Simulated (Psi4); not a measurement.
# PBE/def2-TZVPP run of BNH4 (SMILES BN)

Aim: the vertical ionisation energy of BNH4 at PBE/def2-TZVPP, from 2 runs. 

The results are computed with Psi4 1.11.

2 further runs of the same task are left out: 1 that didn't finish, 1 set aside as unsound or not needed.

## 1. The molecule

BNH4: 6 atoms, total charge 0, spin state singlet. As SMILES, `BN`. Geometry: relaxed at PBE0-D4/def2-TZVP.

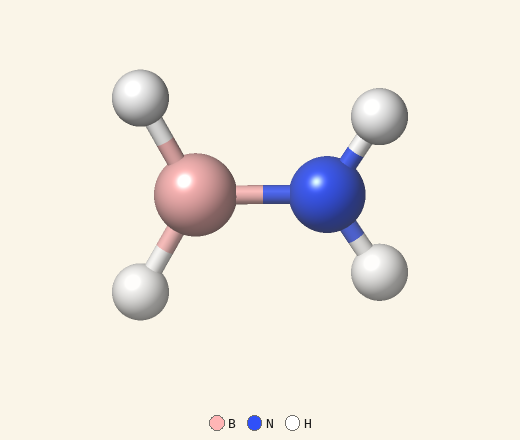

Viewed from a chosen angle; boron pink, nitrogen blue, hydrogen white.

## 2. The energy at PBE/def2-TZVPP

File bh4n.xyz:

```xyz
6
BH4N
B     -0.128200    -0.679600    -0.025600
N      0.146100     0.677400     0.010800
H      0.225800    -1.368000     0.887500
H     -0.712000    -1.128700    -0.969200
H     -0.121600     1.313700    -0.720800
H      0.632000     1.121400     0.771300
```

File job.py:

```python
import psi4

psi4.set_memory('1600 MB')
psi4.set_num_threads(1)
psi4.set_output_file('run.log', False)

with open('bh4n.xyz') as f:
    atoms = ''.join(f.readlines()[2:])
mol = psi4.geometry('0 1\n' + atoms + 'symmetry c1\nno_reorient\nno_com')

psi4.set_options({
    'basis': 'def2-TZVPP',
    'puream': True,
    'e_convergence': 1e-09,
    'd_convergence': 1e-08,
    'scf_type': 'pk',
    'dft_radial_points': 99,
    'dft_spherical_points': 590,
})

e, wfn = psi4.energy("pbe", molecule=mol, return_wfn=True)
psi4.oeprop(wfn, "MULLIKEN_CHARGES", "MAYER_INDICES", "DIPOLE", title="PBE")
print(f'pbe energy: {e:.10f} Eh')
for k, v in sorted(psi4.core.scalar_variables().items()):
    print(f'{k:45s} {v:18.10f}')
```

On the command line:

```bash
$ python job.py
```

run.log:

```text
[...]
  Running in c1 symmetry.
[...]
  Nuclear repulsion =   32.316093047941223
[...]
  Multiplicity = 1
[...]
  Nalpha       = 8
  Nbeta        = 8
[...]
    Number of basis functions: 118
[...]
   @RKS iter   1:   -81.56529080413554   -1.88506e-01   7.88091e-03 DIIS/ADIIS
[...]
   @RKS iter   9:   -81.95147942345690   -1.82894e-10   9.21156e-09 DIIS
[...]
    Orbital Energies [Eh]
    ---------------------
    Doubly Occupied:
       1A    -13.989491     2A     -6.481795     3A     -0.797245
       4A     -0.473144     5A     -0.467703     6A     -0.345182
       7A     -0.275403     8A     -0.269850
[...]
  @RKS Final Energy:   -81.95147942345690
   => Energetics <=
    Nuclear Repulsion Energy =             32.3160930479412229
    One-Electron Energy =                -173.4980767975890785
    Two-Electron Energy =                  71.5834584600262644
    DFT Exchange-Correlation Energy =     -12.3529541338353113
    Empirical Dispersion Energy =           0.0000000000000000
    VV10 Nonlocal Energy =                  0.0000000000000000
    Total Energy =                        -81.9514794234569024
[...]
 Multipole Moments:
 ------------------------------------------------------------------------------------
     Multipole            Electronic (a.u.)      Nuclear  (a.u.)        Total (a.u.)
 ------------------------------------------------------------------------------------
 L = 1.  Multiply by 2.5417464519 to convert [e a0] to [Debye]
 Dipole X            :         -0.6056469            0.7670398            0.1613930
 Dipole Y            :         -1.6240559            2.4230068            0.7989509
 Dipole Z            :          0.1793846           -0.1579811            0.0214035
 Magnitude           :                                                    0.8153701
[...]
  Mulliken Charges: (a.u.)
   Center  Symbol    Alpha    Beta     Spin     Total
       1     B     2.53912  2.53912  0.00000 -0.07824
       2     N     3.62522  3.62522  0.00000 -0.25044
       3     H     0.50672  0.50672  0.00000 -0.01345
       4     H     0.50671  0.50671  0.00000 -0.01343
       5     H     0.41111  0.41111  0.00000  0.17778
       6     H     0.41111  0.41111  0.00000  0.17777
   Total alpha =  8.00000, Total beta =  8.00000, Total charge = -0.00000
  Mayer Bond Indices:
[...]
```

Standard output:

```text
pbe energy: -81.9514794235 Eh
CURRENT ENERGY                                    -81.9514794235
CURRENT REFERENCE ENERGY                          -81.9514794235
DD SOLVATION ENERGY                                 0.0000000000
DFT FUNCTIONAL TOTAL ENERGY                       -81.9514794235
DFT TOTAL ENERGY                                  -81.9514794235
DFT VV10 ENERGY                                     0.0000000000
DFT XC ENERGY                                     -12.3529541338
GRID ELECTRONS ALPHA                                8.0000000397
GRID ELECTRONS BETA                                 8.0000000397
GRID ELECTRONS TOTAL                               16.0000000794
NUCLEAR REPULSION ENERGY                           32.3160930479
ONE-ELECTRON ENERGY                              -173.4980767976
PCM POLARIZATION ENERGY                             0.0000000000
PE ENERGY                                           0.0000000000
SCF ITERATION ENERGY                              -81.9514794235
SCF ITERATIONS                                      9.0000000000
SCF TOTAL ENERGY                                  -81.9514794235
TWO-ELECTRON ENERGY                                71.5834584600
XC GRID RADIAL POINTS                              99.0000000000
XC GRID SPHERICAL POINTS                          590.0000000000
XC GRID TOTAL POINTS                           336518.0000000000
```

Wall time 25 s (1 thread of Intel Xeon Platinum 8259CL at 2.50GHz (Skylake/Cascade Lake), shared host); peak memory 0.7 GiB.

## 3. The doublet cation: energy and gradient at UPBE/def2-TZVPP

File bh4n.dat:

```
memory 1600 MB

molecule system {
  1 2
  B
  N 1 1.384924
  H 1 1.197064 2 119.00323
  H 1 1.197036 3 121.98914 2 179.99388
  H 2 1.005873 1 123.23009 4 0.00539
  H 2 1.005781 5 113.53278 1 -179.99309
  symmetry c1
  no_reorient
  no_com
}

set reference uks
set puream true
set e_convergence 1e-09
set d_convergence 1e-08
set scf_type pk
set dft_radial_points 99
set dft_spherical_points 590
set maxiter 200

E, wfn = gradient('pbe/def2-TZVPP', return_wfn=True)
oeprop(wfn, 'MAYER_INDICES', 'DIPOLE', 'LOWDIN_CHARGES')
```

On the command line:

```bash
$ psi4 -i bh4n.dat -o bh4n.out -n 1
```

bh4n.out (excerpt; [...] marks lines left out):

```text
[...]
  Running in c1 symmetry.
[...]
  Nuclear repulsion =   32.316088889946734
[...]
  Multiplicity = 2
[...]
  Nalpha       = 8
  Nbeta        = 7
[...]
    Number of basis functions: 118
[...]
   @UKS iter   1:   -81.24126395910785    1.35520e-01   7.19216e-03 ADIIS/DIIS
[...]
   @UKS iter  50:   -81.53895436971422   -9.18021e-12   8.67041e-09 DIIS
[...]
   @S^2 Observed:                7.572904051E-01
[...]
  @UKS Final Energy:   -81.53895436971422
   => Energetics <=
    Nuclear Repulsion Energy =             32.3160888899467338
    One-Electron Energy =                -168.4295703977001892
    Two-Electron Energy =                  66.6183034727511512
    DFT Exchange-Correlation Energy =     -12.0437763347119215
    Empirical Dispersion Energy =           0.0000000000000000
    VV10 Nonlocal Energy =                  0.0000000000000000
    Total Energy =                        -81.5389543697142187
[...]
  -Total Gradient:
     Atom            X                  Y                   Z
    ------   -----------------  -----------------  -----------------
       1        0.000003804028    -0.000010966805     0.005002691203
       2       -0.000006270887     0.000071378048    -0.012221338639
       3        0.015331649503    -0.008307105476     0.016316358377
       4       -0.015331930752     0.008313457969     0.016320395788
       5        0.019081579970     0.016543846593    -0.012688563692
       6       -0.019078831655    -0.016610610884    -0.012729300678
[...]
 Multipole Moments:
 ------------------------------------------------------------------------------------
     Multipole            Electronic (a.u.)      Nuclear  (a.u.)        Total (a.u.)
 ------------------------------------------------------------------------------------
 L = 1.  Multiply by 2.5417464519 to convert [e a0] to [Debye]
 Dipole X            :          0.0000708            0.0000023            0.0000731
 Dipole Y            :          0.0000300           -0.0000636           -0.0000335
 Dipole Z            :         -0.0997613            0.4099023            0.3101410
 Magnitude           :                                                    0.3101410
[...]
```

Wall time 2.8 min (1 thread of Intel Xeon Platinum 8259CL at 2.50GHz (Skylake/Cascade Lake), shared host); peak memory 0.7 GiB.

## 4. Summary of results

At PBE/def2-TZVPP:

| quantity | value |
| --- | --- |
| singlet BNH4: total energy | -81.95148 Eh |
| singlet BNH4: dipole moment | 2.07 D |
| singlet BNH4: HOMO energy | -7.34 eV |
| singlet BNH4: LUMO energy | -0.75 eV |
| singlet BNH4: HOMO–LUMO gap | 6.59 eV |
| doublet cation: total energy | -81.53895 Eh |
| doublet cation: HOMO energy (highest over α and β) | -15.28 eV |
| doublet cation: LUMO energy (lowest over α and β) | -15.09 eV |
| doublet cation: ⟨S²⟩ | 0.757 |
| doublet cation: largest force on an atom | 1.456 eV/Å |
| vertical ionisation energy (to the doublet cation) | 11.225 eV |

**Reading.** Removing an electron at fixed nuclei costs 11.23 eV (259 kcal/mol). The negative HOMO energy of the first species, 7.34 eV, lies 3.88 eV below that difference.
